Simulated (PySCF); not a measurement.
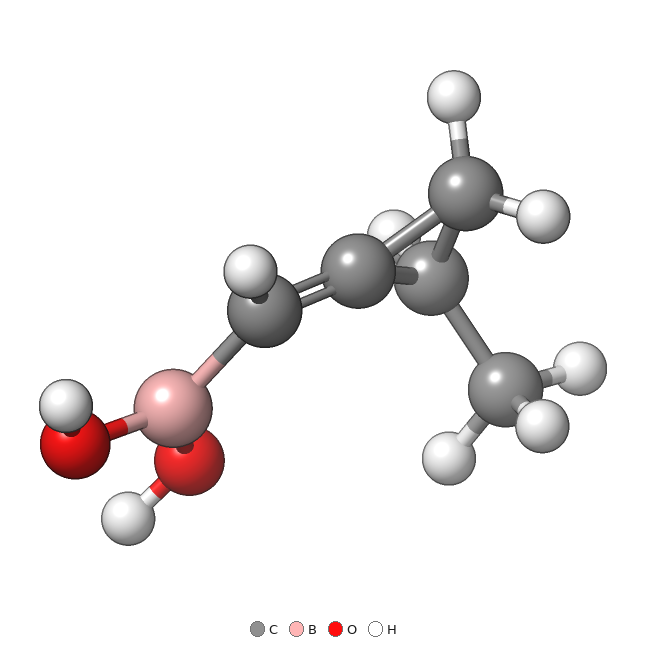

A ball-and-stick model of a molecule.

Computed geometry: GFN2-xTB optimisation. No frequency run is at hand to confirm it as a minimum.

Description:

It has 17 atoms: 5 carbon, 9 hydrogen, 1 boron and 2 oxygen (C₅H₉BO₂). Its SMILES string is `C[C@@H]1C/C1=C/B(O)O`. Independent rings (smallest set): 1 of 3 members. Among its groups: alkene. This geometry has C1 symmetry. Coordination, clear cases only: 1 C tetrahedral; 1 C trigonal planar; 1 B trigonal planar; 2 O bent.

The parts below concern this one geometry. Atoms keep their numbers from picture to picture.

### Shape

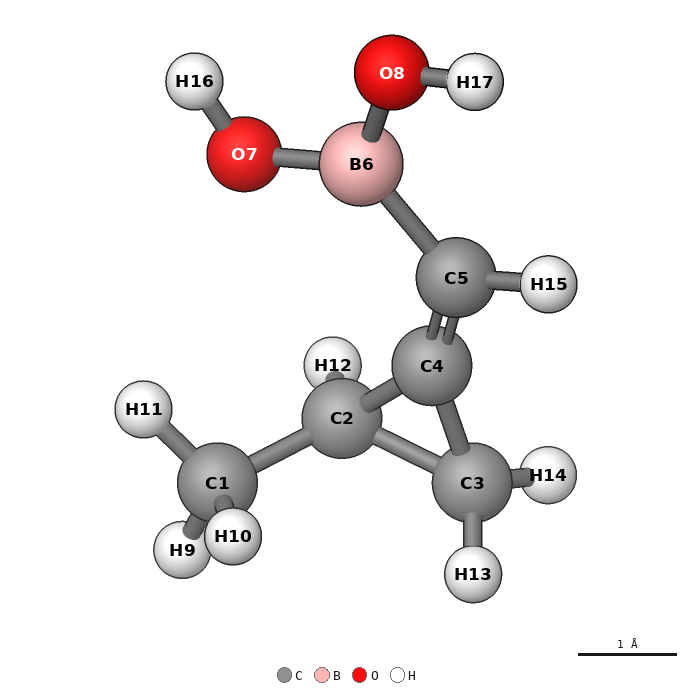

The atoms are numbered. No frequency run is at hand to confirm it as a minimum.

What are the angles C1–C2–C3, C1–C2–H12, C2–C3–C4, C2–C4–C5, C3–C2–C4, C3–C2–H12, C3–C4–C5, C4–C2–H12, C4–C3–H14, C5–B6–O8, B6–C5–H15, O7–B6–O8?

```
    angle  degrees
 C1–C2–C3    120.3
C1–C2–H12    113.6
 C2–C3–C4     58.6
 C2–C4–C5    148.4
 C3–C2–C4     58.9
C3–C2–H12    116.7
 C3–C4–C5    149.0
C4–C2–H12    116.9
C4–C3–H14    119.0
 C5–B6–O8    122.3
B6–C5–H15    118.4
 O7–B6–O8    117.6
```

### Charges

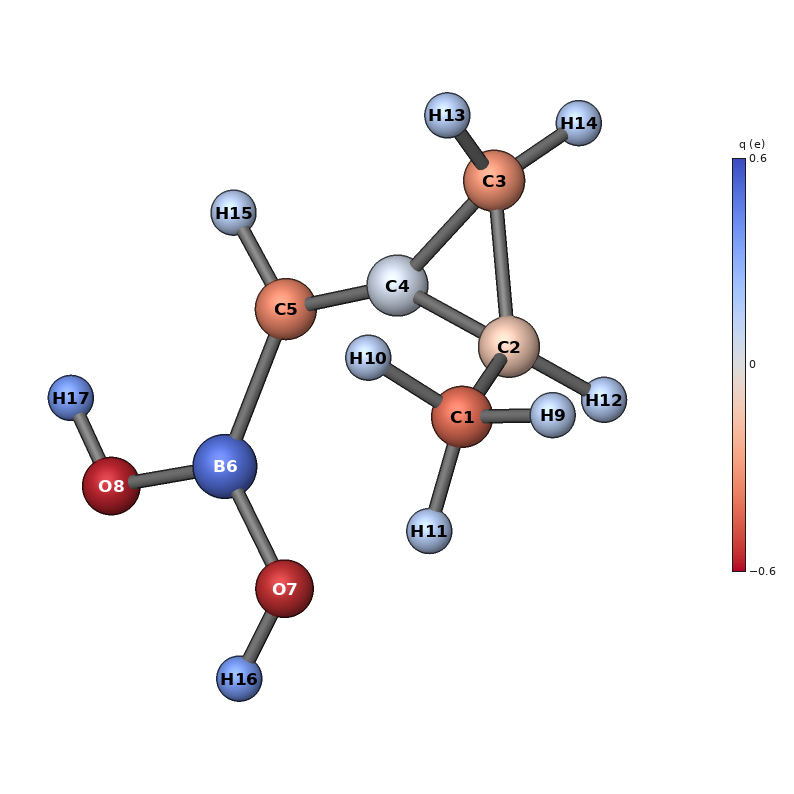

Atoms are coloured by their IAO charges. No frequency run is at hand to confirm it as a minimum. Method: PBE0/pcSseg-1, gas phase (PySCF 2.14.0).

List the IAO charges.

```
atom  value (e)
  C1      −0.41
  C2      −0.13
  C3      −0.32
  C4       0.06
  C5      −0.35
  B6       0.49
  O7      −0.55
  O8      −0.56
  H9       0.14
 H10       0.14
 H11       0.15
 H12       0.15
 H13       0.15
 H14       0.16
 H15       0.14
 H16       0.36
 H17       0.37
```

### Excitation

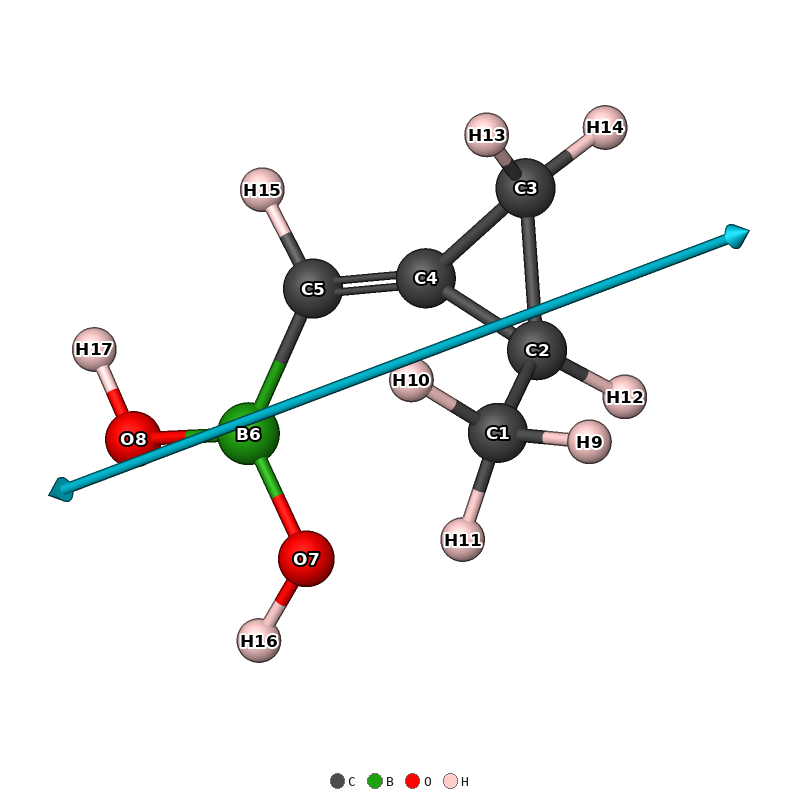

The double arrow shows the direction of the transition dipole to excited singlet state 3 (its length means nothing). No frequency run is at hand to confirm it as a minimum. Properties computed with TDDFT PBE0/def2-SVPD, vertical, gas phase, core orbitals frozen in the response (PySCF 2.14.0).

> How is the transition polarised?

Close to the long direction C1···O8.

> Where does the transition lie, and how strong is it?

6.45 eV (192 nm), oscillator strength 0.45, mainly HOMO → LUMO (weight 0.87); transition dipole 4.30 D.

### NMR shielding

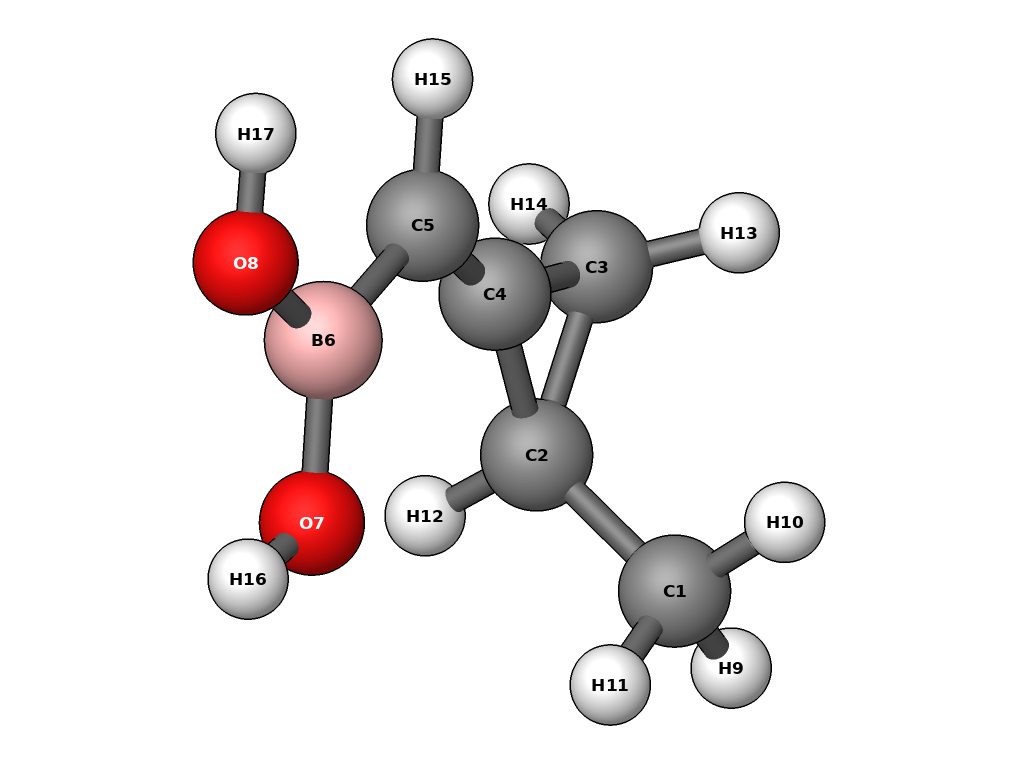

No frequency run is at hand to confirm it as a minimum. Method: GIAO PBE0/pcSseg-1 NMR shielding, non-relativistic, gas phase (PySCF 2.14.0). Principal shieldings σ11 ≤ σ22 ≤ σ33, span Ω = σ33 − σ11, skew κ = 3(σiso − σ22)/Ω.

> Which C atom has the most anisotropic shielding?

C4, with a span of 276 ppm.

Give the shielding tensors of the C atoms.

```json
{"atom": "C1", "σ11": "153.2", "σ22": "159.2", "σ33": "188.1", "σiso": "166.8", "Ω": "34.8", "κ": "0.66"}
{"atom": "C2", "σ11": "143.0", "σ22": "157.9", "σ33": "212.8", "σiso": "171.2", "Ω": "69.8", "κ": "0.58"}
{"atom": "C3", "σ11": "147.0", "σ22": "162.7", "σ33": "214.4", "σiso": "174.7", "Ω": "67.3", "κ": "0.54"}
{"atom": "C4", "σ11": "−84.3", "σ22": "−45.4", "σ33": "191.4", "σiso": "20.6", "Ω": "275.7", "κ": "0.72"}
{"atom": "C5", "σ11": "−23.6", "σ22": "72.4", "σ33": "165.2", "σiso": "71.3", "Ω": "188.8", "κ": "−0.02"}
```

Shieldings and span in ppm.

### Ring current

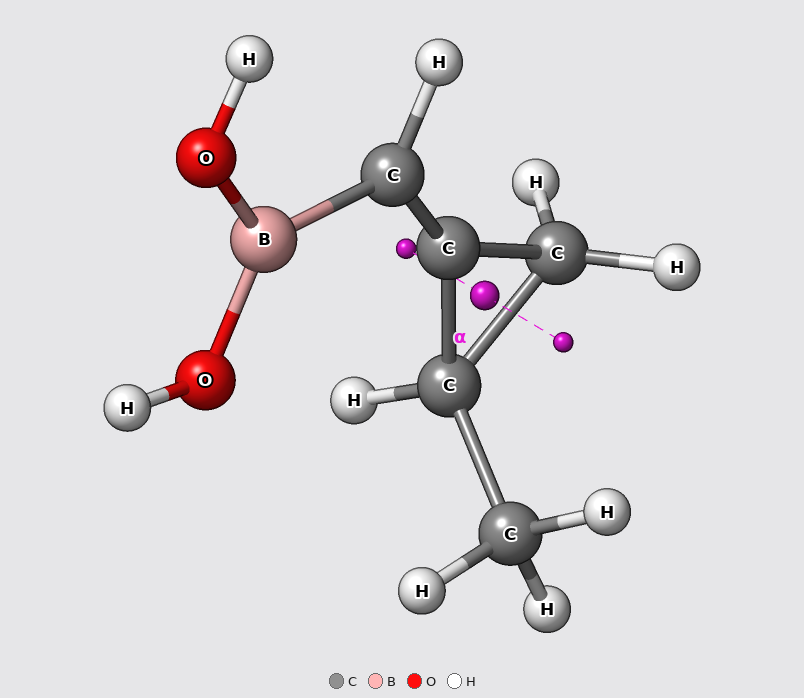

The small points mark where nucleus-independent chemical shifts (NICS) were computed: at the centre of each lettered ring and 1 Å above and below it. No frequency run is at hand to confirm it as a minimum. Properties computed with GIAO PBE0/pcSseg-1 NMR shielding, non-relativistic, gas phase (PySCF 2.14.0).

Give NICS(0), NICS(1) and the out-of-plane component NICS(1)zz for each ring (means of the two sides).

| ring | members | NICS(0) | NICS(1) | NICS(1)zz |
| --- | --- | --- | --- | --- |
| α | C3 | −28.7 | −7.8 | −18.3 |

Values in ppm.

The geometry is semi-empirical. Around B such bond lengths and angles can be off by a tenth of an ångström or more and by several degrees, and values that hang on the shape move with them.
